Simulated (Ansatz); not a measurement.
# C3H2F2: how energies converge with the basis set

How large a basis does C3H2F2 need? Two functionals are run in growing sets.

Computed with Ansatz 0.2.0, Gaussian basis. Level: one geometry, several basis sets.

Levels to be run: PBE0-D4/def2-SVP; ωB97M-V/def2-SVP; PBE0-D4/def2-QZVPP; ωB97M-V/def2-QZVPP; the functionals' def2-TZVPP values are taken from earlier runs.

### 1 The geometry

The geometry comes from an earlier relaxation with PBE0-D4 in a triple-zeta def2 set; it is a stationary point, not always the lowest conformer.

7 atoms, charge 0, spin multiplicity 1.

Atoms are counted from 1 here; the program's logs count them from 0.

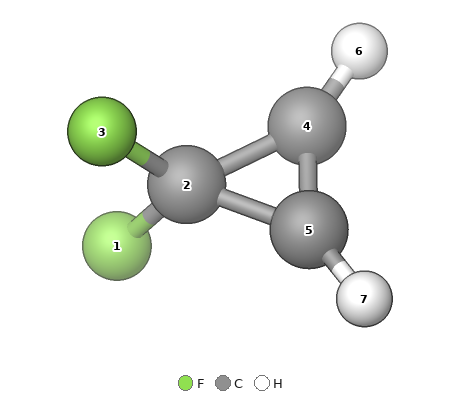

The geometry (fluorine green, carbon grey, hydrogen white); atoms are numbered from 1 in the order of the file.

### 2 PBE0-D4 in def2-SVP

in.yaml

```yaml
crystal:
  periodic: [false, false, false]
  atoms:
    - {symbol: F, position_ang: [-0.117878, -1.814169, 0.277335]}
    - {symbol: C, position_ang: [0.289654, -0.522265, 0.304158]}
    - {symbol: F, position_ang: [1.388781, -0.492233, 1.095894]}
    - {symbol: C, position_ang: [-0.634136, 0.578919, 0.226162]}
    - {symbol: C, position_ang: [0.125882, 0.360914, -0.820675]}
    - {symbol: H, position_ang: [-1.406320, 1.171635, 0.690282]}
    - {symbol: H, position_ang: [0.415318, 0.649099, -1.818755]}
basis:
  gaussian: {orbitals: def2-SVP}
hamiltonian: {xc: pbe0, dispersion: d4}
output: {orbitals: {seedname: orbitals}}
```

The run is started by

```bash
> ansatz run in.yaml --threads 2 --pin off --events-out ev --progress --plain --max-ram 4352MiB
```

After this run come: ωB97M-V in def2-SVP; PBE0-D4 in def2-QZVPP; ωB97M-V in def2-QZVPP.

Before running them: what should the planned runs give, taken together? Wanted: PBE0-D4: double and triple zeta above quadruple; ωB97M-V: double and triple zeta above quadruple.

**Answer**, as computed:

```
                                       quantity           value
PBE0-D4: double and triple zeta above quadruple  10.52, 0.45 eV
ωB97M-V: double and triple zeta above quadruple  10.76, 0.42 eV
```

In words: PBE0-D4 gains 10.08 eV from double to triple zeta, then 0.45 eV more. These are total energies; as a rule much of such shifts cancels in differences, which this series doesn't test.
